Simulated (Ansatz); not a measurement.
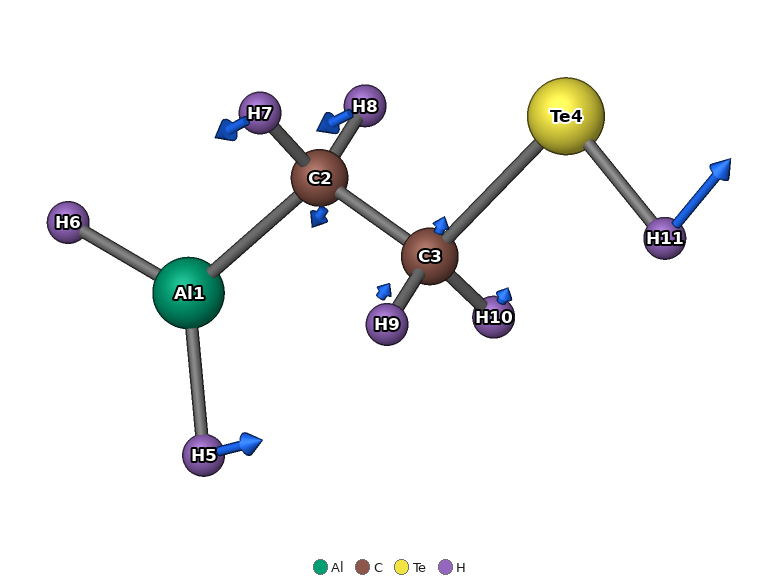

The arrows show one normal mode. Harmonic vibrations computed with RKS PBE0-D4/def2-TZVP, core potentials on Te (Ansatz 0.2.0) at a stationary point of the same level.

**At what wavenumber does it lie?**

697 cm⁻¹; it is mode 11 of 27 counted from the lowest.
